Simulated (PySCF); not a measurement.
# C7H8N (SMILES [CH2]c1ccccc1N) (doublet): what the fields show

```xyz
16

C    -1.7237   -1.3767    0.0398
C    -0.5319   -0.6906    0.0238
C     0.7033   -1.4029    0.0387
C     1.9120   -0.7639    0.0533
C     1.9665    0.6312    0.0512
C     0.7948    1.3654    0.0192
C    -0.4474    0.7463   -0.0045
N    -1.5876    1.5112    0.0021
H    -2.6847   -0.8969    0.0577
H    -1.7263   -2.4515    0.0595
H     0.6546   -2.4819    0.0460
H     2.8280   -1.3361    0.0662
H     2.9190    1.1382    0.0648
H     0.8368    2.4467    0.0070
H    -2.4415    1.0841   -0.3123
H    -1.4796    2.4862   -0.2240
```

Geometry: GFN2-xTB.

The calculation used PySCF 2.14.0, density-fitted response routines, UKS B3LYP, pcH-1 on C H N, non-relativistic, mean-field spin-orbit, GIAO.

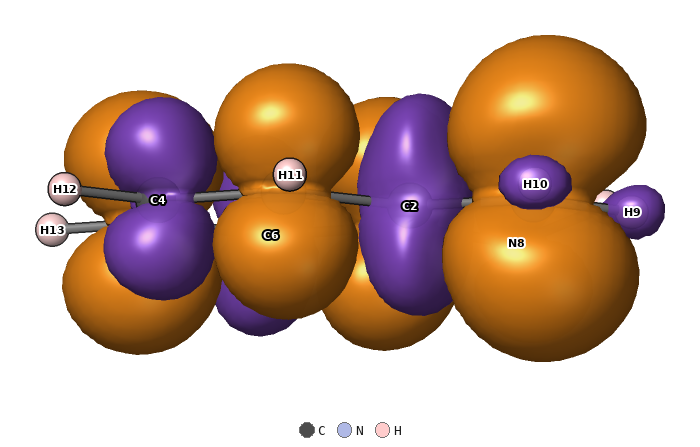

Figure 1. Isosurfaces of the spin density (α minus β) at +0.015 (orange) and −0.015 e/Å³ (purple), seen from one side.

Describe the spin distribution.

Answer. The unpaired spin (1 electron) lies mostly on C1 (about 0.5), C5 (about 0.2), C3 (about 0.1) and C7 (about 0.1), in electrons by Hirshfeld's partition.

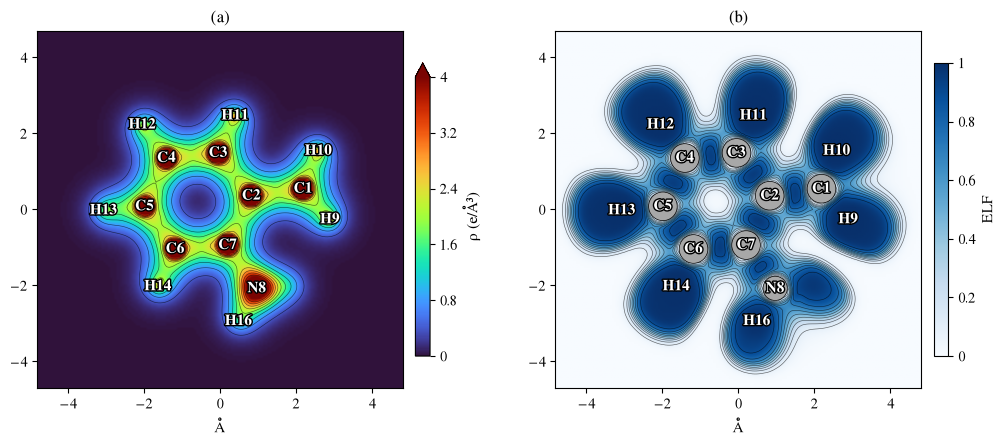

Figure 2. (a) total electron density; (b) ELF on the plane of atoms H9, C1 and H10. Grey discs cover the atomic cores in the ELF map.

What does the map show?

Answer. The plane passes through C, N and H nuclei.
C–C (1.37 Å): the density is about 2.2 e/Å³ at the midpoint; the ELF peaks at about 0.95 between the atoms; localised, covalent bonding.
C–N (1.37 Å): ρ at the midpoint is about 2.2 e/Å³; the ELF peaks at about 0.95 between the atoms (localised, covalent bonding).
N–H (1.01 Å): ρ at the midpoint is about 2.9 e/Å³; the ELF climbs to about 1 towards the hydrogen, as it does in any bond to H: a covalent bond by its length.
C–C (1.43 Å): the density is about 2 e/Å³ at the midpoint; the ELF peaks at about 0.95 between the atoms, as expected for localised, covalent bonding.
C–H (1.07 Å): ρ is about 2 e/Å³ halfway; the ELF climbs to about 1 towards the hydrogen; a covalent bond by its length.

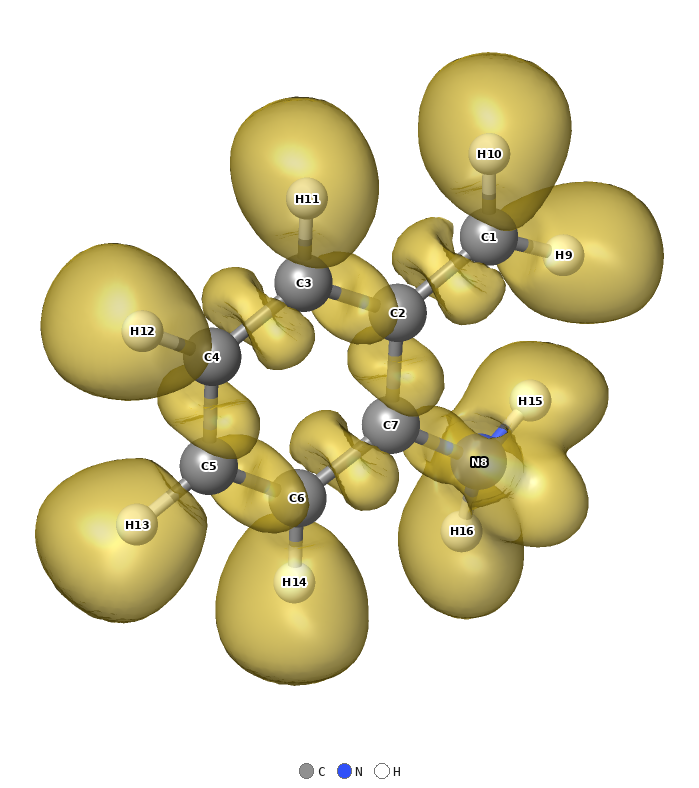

Figure 3. Isosurface of the ELF at 0.75 (yellow), seen at an oblique angle. Core shells and regions of very low density are left out.

Describe the localisation domains.

Answer. At this value the surface marks out seven regions between bonded C–C atoms (shared pairs), six regions around hydrogen nuclei and one joined region spread over several atoms (H, N), in which their bonds and any lone pairs are merged.
